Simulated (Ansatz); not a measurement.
**Converging zone-centre phonons against the mesh: Ta₃W (Fm-3m, 4 atoms in the cell)**

```
Ta3W
1.0
    0.00000     3.25084     3.25084
    3.25084     0.00000     3.25084
    3.25084     3.25084     0.00000
Ta W
3 1
Direct
  0.25000   0.25000   0.25000
  0.75000   0.75000   0.75000
  0.50000   0.50000   0.50000
  0.00000   0.00000   0.00000
```

Level of theory: LDA (PW92), default PAW files made with PBE (plane waves; Ansatz, an electronic-structure program).

Base settings: basis.ecutwfc = 30.9 Ry; kpoints.mp_grid.grid = 9 9 9; hamiltonian.xc = lda; hamiltonian.pseudopotentials = {kind: paw} (the program's default PAW files); scf.occupations.method = gaussian; scf.occupations.width = 0.0073 Ry.

In this ladder: phonons.method = dfpt.

Frequencies are those of the unrelaxed cell, without the LO-TO term of polar crystals.

Only quantities that move along the ladder and can be compared are tabulated.

Core times come from one kind of shared machine, to one figure; runs under 30 s give none.

The starting cell comes from a database of computed structures (which also holds hypothetical and non-ambient phases and stackings), without a prior relaxation at this level. Its lattice was rescaled by up to half a per cent. Spin polarisation is off. In the base run, with a pressure of about -7 GPa the cell is away from its equilibrium volume at this level.

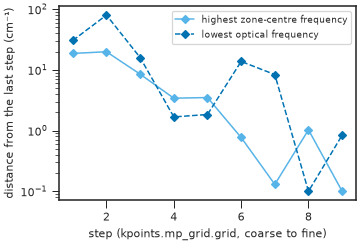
*Distance from the last step along the ladder; very small values are drawn at a floor.*

| kpoints.mp_grid.grid | highest zone-centre frequency (cm⁻¹) | lowest optical frequency (cm⁻¹) | core time / last (rough) |
|---|---|---|---|
| 3 3 3 | 195.3 | 172.1 | – |
| 4 4 4 | 156.7 | 61.7 | – |
| 5 5 5 | 168.1 | 125.6 | – |
| 6 6 6 | 180.0 | 143.2 | – |
| 7 7 7 | 173.1 | 143.4 | – |
| 8 8 8 | 177.4 | 127.8 | 0.06 |
| 10 10 10 | 176.7 | 149.9 | 0.1 |
| 13 13 13 | 177.6 | 141.6 | 0.2 |
| 16 16 16 | 176.6 | 140.7 | 0.5 |
| 20 20 20 | 176.6 | 141.5 | 1 |

Coarsest kpoints.mp_grid.grid that holds the highest zone-centre frequency within 5 cm⁻¹ of the last step, with all finer ones: 6 6 6; the step before is off by 8.5 cm⁻¹.

Coarsest kpoints.mp_grid.grid that holds the lowest optical frequency within 2 cm⁻¹ of the last step, with all finer ones: 13 13 13, at about 0.2 of the last step's time; the step before is off by 8.4 cm⁻¹.

Keys are those of Ansatz 0.2.
